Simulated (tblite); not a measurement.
**Geometry relaxation of C$_{4}$H$_{13}$NOSi (part 1 of 2)**

The run: geometry relaxation of C$_{4}$H$_{13}$NOSi. Method and program: GFN2-xTB geometry optimisation, gas phase (tblite 0.8.0).

It belongs to a series of runs on one base structure; here: constitutional isomer.

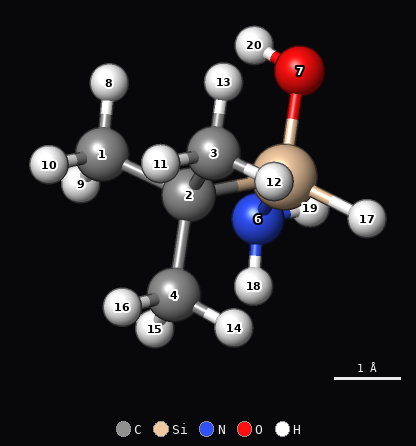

Fig. 1: The input geometry (ball-and-stick view, seen at a tilt; atoms are numbered from 1 in the order of the input).

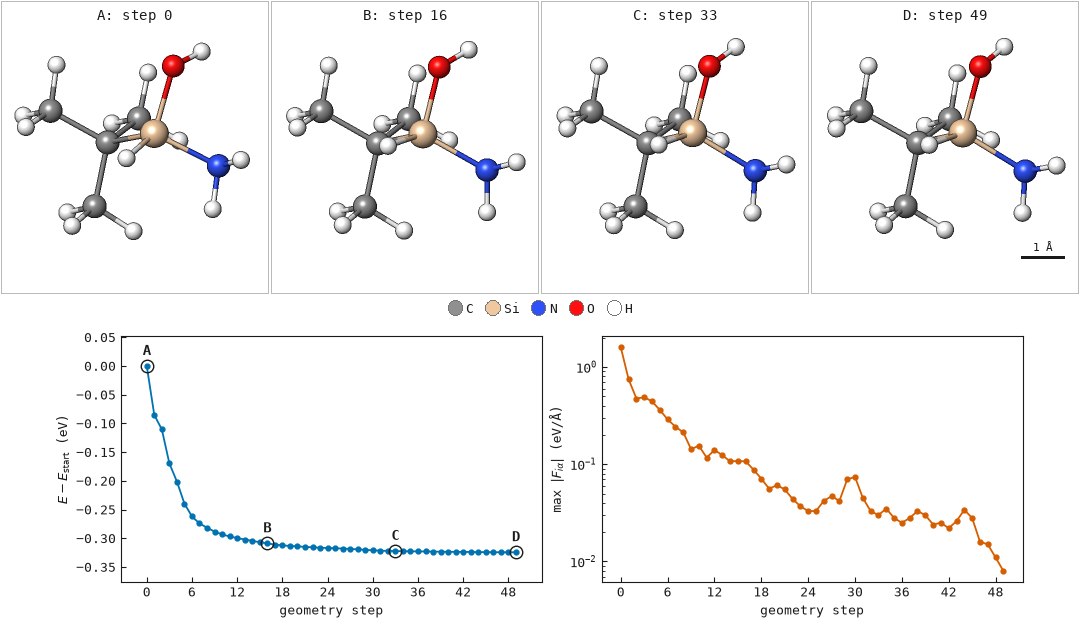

Fig. 2: Frames of the relaxation (ball-and-stick view, seen at a tilt) above the curves, on which the letters mark them (steps are counted from 0).

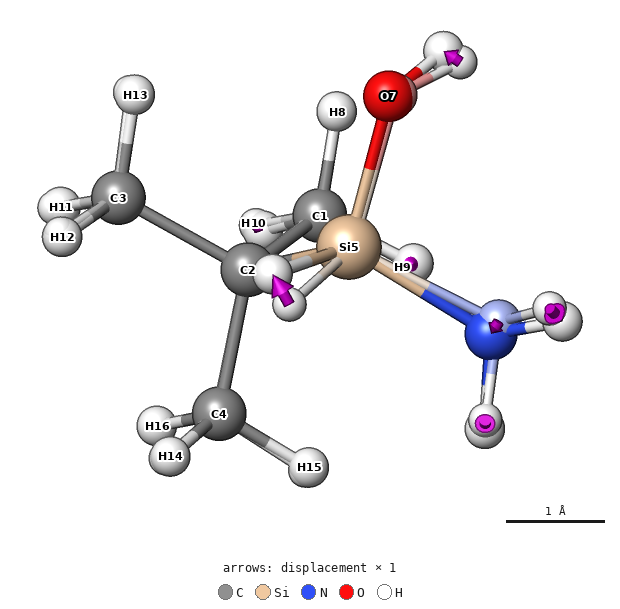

Fig. 3: Start (faint) and end (solid) with the displacements as pink arrows, at true length (ball-and-stick view, seen at a tilt). The two geometries are laid on each other by the best rigid fit. The energy falls by 0.324 eV in 49 geometry steps. Largest force component: 1.6 eV/Å at the start, 0.008 eV/Å at the end. The atom that moves furthest after the best rigid fit is H17 (0.36 Å). Largest moves by element: H 0.36 Å, N 0.15 Å, O 0.08 Å, C 0.06 Å, Si 0.04 Å. Among the contacts that change: C2–Si5 1.957 → 1.916 Å, Si5–N6 1.691 → 1.729 Å, Si5–O7 1.659 → 1.628 Å, N6–H19 1.025 → 1.008 Å. Among the angles that change: O7–Si5–H17 111.1° → 99.8°, N6–Si5–H17 107.7° → 118.0°, Si5–N6–H19 107.5° → 117.1°. (Atoms are counted from 1 in the order of the input.)

The input and output of the run follow.

The input
```
{"job": {"kind": "relax", "xc": "GFN2-xTB", "basis": "xTB"}, "charge": 0, "multiplicity": 1}
C     -0.677800    -0.262300    -1.609700
C     -0.551600     0.038600    -0.107200
C     -1.432700     1.243700     0.251500
C     -1.063200    -1.183700     0.683400
Si     1.306300     0.418200     0.374900
N      2.317600    -0.867800    -0.052600
O      1.949600     1.666200    -0.508900
H     -0.346700     0.594600    -2.212600
H     -0.090500    -1.136500    -1.906200
H     -1.734500    -0.465000    -1.869600
H     -2.493000     1.045000    -0.004700
H     -1.403500     1.484100     1.319100
H     -1.142100     2.145000    -0.295100
H     -0.996600    -1.028500     1.771800
H     -0.488800    -2.085400     0.461500
H     -2.113500    -1.400200     0.462100
H      1.466900     0.652200     1.817000
H      2.085400    -1.683600     0.516900
H      3.271600    -0.615400     0.225100
H      2.132000     1.451500    -1.428200
```

The first line tells a small driver script what to run in tblite; the rest is the geometry in Å.

Launch command:
```bash
OMP_NUM_THREADS=1 python <driver script> task.json out
```

The program's output
```
step      E/eV     max force
  0    -652.12903    2.083
  1    -652.21429    0.752
  2    -652.23934    0.537
  3    -652.29851    0.684
  4    -652.33008    0.694
  5    -652.36850    0.479
  6    -652.39096    0.354
  7    -652.40306    0.321
  8    -652.41051    0.247
  9    -652.41724    0.152
 10    -652.42220    0.164
 11    -652.42574    0.130
 12    -652.42850    0.141
 13    -652.43105    0.124
 14    -652.43343    0.118
 15    -652.43572    0.127
 16    -652.43786    0.132
 17    -652.43978    0.098
 18    -652.44127    0.077
 19    -652.44227    0.057
 20    -652.44304    0.071
 21    -652.44384    0.069
 22    -652.44467    0.058
 23    -652.44535    0.049
 24    -652.44584    0.039
 25    -652.44628    0.052
 26    -652.44681    0.058
 27    -652.44745    0.058
 28    -652.44818    0.055
 29    -652.44900    0.074
 30    -652.44984    0.087
 31    -652.45051    0.062
 32    -652.45091    0.039
 33    -652.45116    0.037
 34    -652.45139    0.037
 35    -652.45160    0.036
 36    -652.45177    0.028
 37    -652.45193    0.031
 38    -652.45210    0.038
 39    -652.45229    0.040
 40    -652.45245    0.026
 41    -652.45254    0.027
 42    -652.45263    0.024
 43    -652.45276    0.039
 44    -652.45293    0.044
 45    -652.45308    0.032
 46    -652.45318    0.017
 47    -652.45324    0.016
 48    -652.45328    0.013
 49    -652.45330    0.010
```

Trajectory as extended XYZ (Å, eV, eV/Å), 24 of the 50 frames kept, from step=0 to step=49
```
20
Properties=species:S:1:pos:R:3:forces:R:3 step=0 energy=-652.12903
C    -0.6778   -0.2623   -1.6097   -0.3210   0.1130  -0.1400
C    -0.5516    0.0386   -0.1072    0.3210  -0.1250   0.3290
C    -1.4327    1.2437    0.2515   -0.5310   0.0670  -0.1450
C    -1.0632   -1.1837    0.6834    0.0170   0.0040   0.3110
Si    1.3063    0.4182    0.3749   -1.2300   1.5520  -0.2490
N     2.3176   -0.8678   -0.0526    1.1720  -1.5910   0.6590
O     1.9496    1.6662   -0.5089   -0.4180  -0.3350   0.2480
H    -0.3467    0.5946   -2.2126   -0.0990  -0.2380   0.2160
H    -0.0905   -1.1365   -1.9062   -0.0590   0.1940   0.1810
H    -1.7345   -0.4650   -1.8696    0.4540   0.1000   0.1290
H    -2.4930    1.0450   -0.0047    0.4920  -0.0040   0.0910
H    -1.4035    1.4841    1.3191    0.1330  -0.1740  -0.2100
H    -1.1421    2.1450   -0.2951    0.1100  -0.2170   0.0550
H    -0.9966   -1.0285    1.7718    0.0380   0.1190  -0.3880
H    -0.4888   -2.0854    0.4615   -0.0010   0.1670  -0.1210
H    -2.1135   -1.4002    0.4621    0.1620   0.1340  -0.0950
H     1.4669    0.6522    1.8170   -0.1950   0.4540  -0.1220
H     2.0854   -1.6836    0.5169    0.2250  -0.0030  -0.5830
H     3.2716   -0.6154    0.2251   -0.2550  -0.3430  -0.4610
H     2.1320    1.4515   -1.4282   -0.0150   0.1270   0.2970
20
Properties=species:S:1:pos:R:3:forces:R:3 step=2 energy=-652.23934
C    -0.6831   -0.2601   -1.6098    0.0570   0.0230   0.2080
C    -0.5474    0.0365   -0.1002   -0.1210   0.0170   0.0140
C    -1.4420    1.2442    0.2487    0.1110  -0.0740  -0.0120
C    -1.0620   -1.1835    0.6888    0.0470   0.0420  -0.0650
Si    1.2832    0.4431    0.3667   -0.0550  -0.2420  -0.0730
N     2.3332   -0.8898   -0.0399   -0.2760   0.1340   0.2530
O     1.9383    1.6607   -0.5040   -0.2500   0.1280   0.0640
H    -0.3493    0.5891   -2.2071   -0.0360  -0.0270   0.0870
H    -0.0924   -1.1307   -1.9009   -0.0160   0.1040   0.1350
H    -1.7246   -0.4625   -1.8664    0.0360   0.0270   0.0540
H    -2.4828    1.0440   -0.0032   -0.0060  -0.0830  -0.0350
H    -1.4000    1.4792    1.3132    0.0710  -0.1070  -0.0800
H    -1.1389    2.1392   -0.2940    0.0890  -0.1050  -0.0180
H    -0.9952   -1.0245    1.7636    0.0540   0.1260  -0.0140
H    -0.4886   -2.0805    0.4581    0.0410   0.0890  -0.0900
H    -2.1089   -1.3960    0.4592    0.0870   0.1130  -0.0820
H     1.4605    0.6667    1.8127   -0.2140   0.4510  -0.1970
H     2.0903   -1.6948    0.5077    0.1270  -0.4740  -0.1060
H     3.2728   -0.6247    0.2147    0.2350  -0.2360  -0.1860
H     2.1317    1.4553   -1.4194    0.0200   0.0930   0.1420
20
Properties=species:S:1:pos:R:3:forces:R:3 step=4 energy=-652.33008
C    -0.6830   -0.2554   -1.5890    0.0290  -0.0060  -0.0410
C    -0.5546    0.0361   -0.0925    0.0640   0.0040  -0.1590
C    -1.4402    1.2366    0.2442    0.1440  -0.0380   0.0270
C    -1.0559   -1.1784    0.6877   -0.0310   0.0560  -0.0900
Si    1.2577    0.4391    0.3534    0.3910  -0.3640   0.4430
N     2.3218   -0.8940   -0.0011    0.0410  -0.3360   0.2670
O     1.8994    1.6695   -0.4927   -0.1440   0.1980   0.0350
H    -0.3551    0.5825   -2.1923    0.0760   0.2300  -0.0130
H    -0.0945   -1.1154   -1.8806    0.1640  -0.1940   0.0510
H    -1.7124   -0.4575   -1.8571   -0.2930  -0.0570   0.0130
H    -2.4740    1.0338   -0.0058   -0.2290  -0.0640  -0.0860
H    -1.3887    1.4630    1.3008    0.0100   0.0270   0.2270
H    -1.1255    2.1226   -0.2958    0.0720   0.0620  -0.1080
H    -0.9878   -1.0069    1.7545    0.0460   0.0340   0.1770
H    -0.4832   -2.0665    0.4446    0.1100  -0.0570  -0.0370
H    -2.0963   -1.3798    0.4472   -0.1310  -0.0060  -0.0370
H     1.4297    0.7321    1.7864   -0.2160   0.3710  -0.1530
H     2.1083   -1.7596    0.4883    0.1370   0.2460  -0.2930
H     3.2955   -0.6610    0.1831   -0.2990  -0.1950  -0.1520
H     2.1337    1.4699   -1.3949    0.0610   0.0900  -0.0730
20
Properties=species:S:1:pos:R:3:forces:R:3 step=6 energy=-652.39096
C    -0.6831   -0.2531   -1.5802   -0.0120  -0.0660  -0.2750
C    -0.5527    0.0354   -0.0932    0.1710  -0.0210  -0.0340
C    -1.4352    1.2302    0.2425   -0.0280   0.0760   0.0580
C    -1.0527   -1.1728    0.6845   -0.0360  -0.0580   0.0340
Si    1.2606    0.4188    0.3643    0.2020   0.0950   0.1190
N     2.3163   -0.9124    0.0412    0.0470  -0.2030  -0.1530
O     1.8554    1.6832   -0.4820   -0.0370  -0.1450   0.0070
H    -0.3555    0.5907   -2.1793    0.0520   0.1320  -0.0180
H    -0.0864   -1.1140   -1.8597    0.0820  -0.1360  -0.0420
H    -1.7181   -0.4565   -1.8474   -0.1080  -0.0500   0.0150
H    -2.4759    1.0220   -0.0125    0.0400   0.0360  -0.0020
H    -1.3784    1.4506    1.3033   -0.0490   0.0640   0.1000
H    -1.1097    2.1114   -0.3036   -0.0220   0.0390  -0.0200
H    -0.9787   -0.9905    1.7545   -0.0060  -0.0850   0.0030
H    -0.4724   -2.0568    0.4313    0.0040  -0.0300   0.0650
H    -2.0937   -1.3666    0.4350   -0.0890  -0.0660   0.0510
H     1.3886    0.8152    1.7578   -0.1180   0.2890   0.1660
H     2.1294   -1.8096    0.4590   -0.0550   0.0570  -0.0400
H     3.2986   -0.7050    0.1463   -0.0450  -0.0490  -0.0460
H     2.1383    1.4903   -1.3736    0.0070   0.1210   0.0100
20
Properties=species:S:1:pos:R:3:forces:R:3 step=9 energy=-652.41724
C    -0.6815   -0.2571   -1.5943    0.0480   0.0140   0.1140
C    -0.5411    0.0327   -0.0973   -0.0580  -0.0240   0.0340
C    -1.4302    1.2314    0.2461    0.0670  -0.0310  -0.0160
C    -1.0537   -1.1745    0.6835    0.0100  -0.0130  -0.0180
Si    1.2768    0.4130    0.3825   -0.1120  -0.0090   0.0110
N     2.3151   -0.9314    0.0421   -0.0510   0.0740  -0.1220
O     1.8354    1.6785   -0.4768    0.1060  -0.0050   0.0250
H    -0.3516    0.6038   -2.1760   -0.0250  -0.1040  -0.0240
H    -0.0770   -1.1242   -1.8573   -0.0590   0.0620  -0.1110
H    -1.7271   -0.4610   -1.8422    0.1430  -0.0080  -0.0190
H    -2.4707    1.0209   -0.0149    0.0980   0.0360   0.0310
H    -1.3792    1.4518    1.3116   -0.0230   0.0310  -0.0690
H    -1.1057    2.1102   -0.3073   -0.0270   0.0180   0.0580
H    -0.9758   -0.9928    1.7544   -0.0260  -0.0690  -0.0340
H    -0.4685   -2.0565    0.4330   -0.0500  -0.0510   0.0570
H    -2.0988   -1.3675    0.4359    0.0410  -0.0430   0.0580
H     1.3574    0.8851    1.7614   -0.0310   0.1240   0.0520
H     2.1308   -1.8332    0.4445   -0.0950  -0.0160   0.0350
H     3.2991   -0.7315    0.1238    0.0510  -0.0430  -0.0250
H     2.1412    1.5128   -1.3644   -0.0040   0.0590  -0.0360
20
Properties=species:S:1:pos:R:3:forces:R:3 step=11 energy=-652.42574
C    -0.6776   -0.2585   -1.5953    0.0350   0.0140   0.1170
C    -0.5393    0.0299   -0.0968   -0.0130  -0.0140   0.0450
C    -1.4245    1.2313    0.2472    0.0310  -0.0170  -0.0170
C    -1.0543   -1.1775    0.6826    0.0050  -0.0260   0.0100
Si    1.2771    0.4141    0.3902   -0.0190  -0.0340  -0.0030
N     2.3126   -0.9338    0.0276   -0.0450   0.0440   0.0710
O     1.8420    1.6735   -0.4743    0.0950   0.0490   0.0450
H    -0.3512    0.6017   -2.1788   -0.0080  -0.0770  -0.0110
H    -0.0777   -1.1254   -1.8678   -0.0200   0.0580  -0.0610
H    -1.7213   -0.4639   -1.8430    0.0770  -0.0020  -0.0180
H    -2.4624    1.0248   -0.0129   -0.0230  -0.0140  -0.0100
H    -1.3829    1.4570    1.3110    0.0310   0.0010  -0.0250
H    -1.1083    2.1134   -0.3038    0.0420   0.0210   0.0230
H    -0.9779   -1.0016    1.7528   -0.0090  -0.0100   0.0370
H    -0.4720   -2.0622    0.4400   -0.0170  -0.0650  -0.0040
H    -2.0994   -1.3736    0.4425    0.0080  -0.0240   0.0020
H     1.3489    0.9092    1.7713   -0.0150   0.0280  -0.1140
H     2.1212   -1.8325    0.4444   -0.0420   0.1150  -0.0450
H     3.3004   -0.7383    0.1188   -0.0900  -0.0650  -0.0400
H     2.1413    1.5231   -1.3671   -0.0230   0.0190  -0.0030
20
Properties=species:S:1:pos:R:3:forces:R:3 step=13 energy=-652.43105
C    -0.6731   -0.2586   -1.5886    0.0010  -0.0220  -0.0470
C    -0.5385    0.0271   -0.0927    0.0420  -0.0100   0.0150
C    -1.4200    1.2303    0.2466   -0.0350   0.0160   0.0090
C    -1.0541   -1.1814    0.6836   -0.0030  -0.0380   0.0470
Si    1.2751    0.4144    0.3931    0.0540   0.0740  -0.0170
N     2.3071   -0.9321    0.0248   -0.0320   0.0130   0.0770
O     1.8505    1.6732   -0.4687    0.0680   0.0260   0.0350
H    -0.3515    0.5953   -2.1803    0.0310   0.0310   0.0100
H    -0.0791   -1.1218   -1.8771    0.0600  -0.0210   0.0070
H    -1.7121   -0.4657   -1.8440   -0.0430  -0.0100   0.0090
H    -2.4579    1.0258   -0.0126   -0.0490  -0.0230  -0.0290
H    -1.3823    1.4593    1.3084    0.0430  -0.0090   0.0360
H    -1.1060    2.1157   -0.3003    0.0680  -0.0060  -0.0100
H    -0.9795   -1.0070    1.7537    0.0020  -0.0010   0.0600
H    -0.4751   -2.0693    0.4433   -0.0010  -0.0380  -0.0200
H    -2.0988   -1.3783    0.4459   -0.0230  -0.0130  -0.0240
H     1.3409    0.9297    1.7682   -0.0050  -0.0090  -0.1240
H     2.1125   -1.8290    0.4409   -0.0650   0.0520  -0.0280
H     3.2970   -0.7485    0.1111   -0.0740  -0.0200  -0.0410
H     2.1396    1.5317   -1.3670   -0.0400   0.0080   0.0350
20
Properties=species:S:1:pos:R:3:forces:R:3 step=15 energy=-652.43572
C    -0.6688   -0.2601   -1.5847   -0.0160  -0.0330  -0.1030
C    -0.5355    0.0235   -0.0881    0.0000  -0.0090  -0.0390
C    -1.4175    1.2295    0.2466   -0.0270  -0.0040   0.0190
C    -1.0537   -1.1870    0.6874    0.0030  -0.0020   0.0210
Si    1.2761    0.4184    0.3947   -0.0060   0.0950  -0.0480
N     2.2985   -0.9298    0.0298   -0.0200  -0.0060  -0.0060
O     1.8605    1.6764   -0.4598    0.0630   0.0450   0.0080
H    -0.3496    0.5921   -2.1797    0.0370   0.0730   0.0350
H    -0.0755   -1.1196   -1.8837    0.0790  -0.0540   0.0510
H    -1.7065   -0.4680   -1.8434   -0.0660  -0.0130   0.0250
H    -2.4565    1.0244   -0.0147    0.0080   0.0060  -0.0130
H    -1.3779    1.4598    1.3084    0.0160  -0.0180   0.0300
H    -1.0979    2.1160   -0.2980    0.0370  -0.0550  -0.0100
H    -0.9802   -1.0113    1.7584    0.0030  -0.0240   0.0170
H    -0.4776   -2.0777    0.4443   -0.0080   0.0110   0.0040
H    -2.0990   -1.3826    0.4468    0.0050   0.0040  -0.0080
H     1.3301    0.9551    1.7551    0.0180   0.0020   0.0020
H     2.1003   -1.8276    0.4344   -0.1080  -0.0590   0.0300
H     3.2901   -0.7627    0.0982    0.0170   0.0330  -0.0260
H     2.1354    1.5420   -1.3632   -0.0350   0.0100   0.0130
20
Properties=species:S:1:pos:R:3:forces:R:3 step=17 energy=-652.43978
C    -0.6656   -0.2638   -1.5876   -0.0060  -0.0060  -0.0020
C    -0.5332    0.0196   -0.0872   -0.0400  -0.0030  -0.0470
C    -1.4161    1.2281    0.2478    0.0270  -0.0440  -0.0010
C    -1.0532   -1.1922    0.6916    0.0140   0.0380  -0.0370
Si    1.2774    0.4273    0.3936   -0.0470  -0.0020  -0.0440
N     2.2891   -0.9283    0.0335   -0.0220  -0.0160  -0.0300
O     1.8756    1.6832   -0.4510    0.0450   0.0570  -0.0150
H    -0.3453    0.5940   -2.1771    0.0010   0.0150   0.0450
H    -0.0667   -1.1215   -1.8868    0.0210  -0.0070   0.0610
H    -1.7059   -0.4714   -1.8416    0.0030  -0.0130   0.0010
H    -2.4550    1.0239   -0.0174    0.0390   0.0300   0.0110
H    -1.3731    1.4593    1.3106   -0.0130  -0.0380  -0.0160
H    -1.0881    2.1126   -0.2965   -0.0010  -0.0680  -0.0020
H    -0.9807   -1.0176    1.7643    0.0070  -0.0240  -0.0410
H    -0.4805   -2.0852    0.4461   -0.0020   0.0390   0.0200
H    -2.0990   -1.3867    0.4475    0.0330   0.0220   0.0120
H     1.3220    0.9777    1.7440    0.0310   0.0140   0.0880
H     2.0807   -1.8275    0.4303   -0.0840  -0.0380   0.0320
H     3.2835   -0.7731    0.0848    0.0130   0.0230  -0.0060
H     2.1291    1.5522   -1.3604   -0.0170   0.0220  -0.0310
20
Properties=species:S:1:pos:R:3:forces:R:3 step=19 energy=-652.44227
C    -0.6643   -0.2664   -1.5902    0.0040   0.0110   0.0560
C    -0.5337    0.0174   -0.0893    0.0090   0.0060   0.0040
C    -1.4145    1.2251    0.2485    0.0230  -0.0260  -0.0140
C    -1.0523   -1.1933    0.6921    0.0120   0.0190  -0.0360
Si    1.2761    0.4342    0.3897    0.0110  -0.0230   0.0200
N     2.2826   -0.9277    0.0324   -0.0350  -0.0070  -0.0110
O     1.8898    1.6899   -0.4474   -0.0050  -0.0050  -0.0180
H    -0.3426    0.5959   -2.1734   -0.0210  -0.0250   0.0250
H    -0.0604   -1.1233   -1.8853   -0.0180   0.0250   0.0470
H    -1.7057   -0.4743   -1.8413    0.0370  -0.0170  -0.0260
H    -2.4528    1.0259   -0.0182    0.0030   0.0160   0.0090
H    -1.3715    1.4569    1.3112   -0.0100  -0.0480  -0.0190
H    -1.0830    2.1072   -0.2956    0.0000  -0.0240  -0.0120
H    -0.9810   -1.0232    1.7655    0.0170   0.0110  -0.0420
H    -0.4826   -2.0878    0.4486    0.0250   0.0210  -0.0020
H    -2.0975   -1.3883    0.4489    0.0080   0.0260   0.0020
H     1.3225    0.9843    1.7435    0.0220  -0.0050   0.0320
H     2.0630   -1.8251    0.4314   -0.0220   0.0280   0.0030
H     3.2788   -0.7745    0.0795   -0.0500  -0.0220   0.0090
H     2.1239    1.5578   -1.3621   -0.0090   0.0390  -0.0280
```
